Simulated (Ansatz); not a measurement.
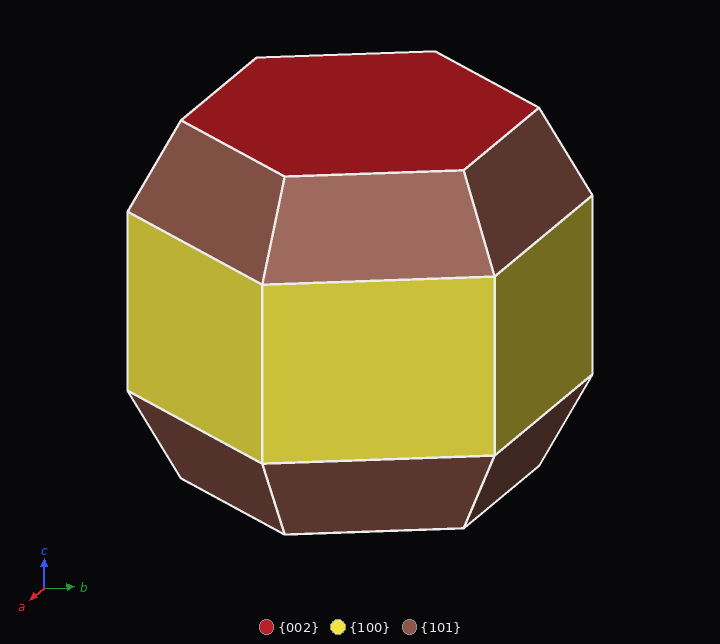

BiIr, space group P6_3mc (No. 186), a = 4.183 Å, b = 4.183 Å, c = 7.555 Å, α = 90.00°, β = 90.00°, γ = 120.00°. BFDH (Bravais–Friedel–Donnay–Harker) growth shape, computed from the cell and space group alone: each face lies at a distance from the centre proportional to 1/d(hkl), with d taken for the first order that the space group does not extinguish. It ignores bonding, solvent and kinetics. Origin: the geometry relaxed with DFT, PBE, PAW with Ansatz's default frozen-core files, scalar-relativistic (Ansatz); the starting structure was generated, so it need not be a known form of this composition. Forms under 0.4 % of the area are left out. Forms are taken in the Laue class: a face and its opposite count as one form.

Question: Describe the habit.

Answer: It is roughly equant (blocky). Widths along a, b and c stand as 1.00 : 1.00 : 0.83.

Question: List the forms with their spacings and shares.

Answer:
```csv
form,faces,d (Å),share of area (%)
{100},6,3.622,38.5
{101},12,3.266,37.8
{002},2,3.777,23.8
```
